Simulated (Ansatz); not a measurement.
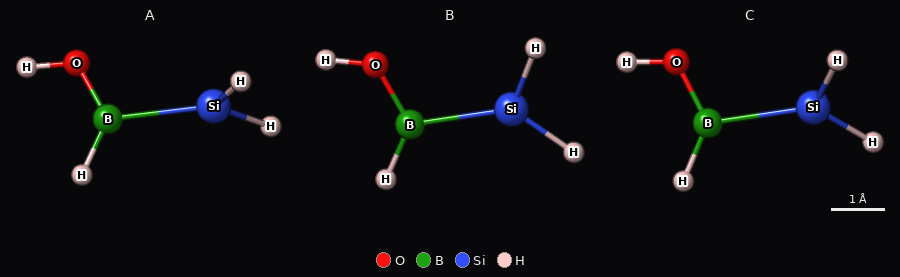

3 geometries from one relaxation of BSiH₄O (charge +1), in shuffled order. Style: ball-and-stick. Shown at a tilt.

Level of theory: RKS PBE0-D4/def2-TZVP (Ansatz). Settings: force threshold 0.005 eV/Å; at most 200 steps.

> Put them in the order of the run, from the start to the converged end.

B, C, A. They are steps 0, 4, 16, at +11.6 kJ/mol, +2.03 kJ/mol relative to the last. Over 12 accepted moves (16 points after the start) the energy falls by 11.6 kJ/mol. Largest force component: 0.83 eV/Å at the start, 0.0037 eV/Å at the end. The line search rejected the trial steps at points 5, 8, 12, 14 of the run. An H atom moves most after the best rigid fit: 0.84 Å. Largest moves by element: H 0.84 Å, O 0.44 Å, B 0.19 Å, Si 0.07 Å. Near-neighbour distances that change, for instance: B–Si 2.010 → 2.056 Å, B–H 1.178 → 1.195 Å, B–O 1.308 → 1.320 Å, H–Si 1.468 → 1.480 Å. Among the angles between lasting bonds that change: Si–B–H 124.6° → 117.1°, B–O–H 123.9° → 117.2°, B–Si–H 128.7° → 123.5°. Groups turn about B–Si by about 70°.
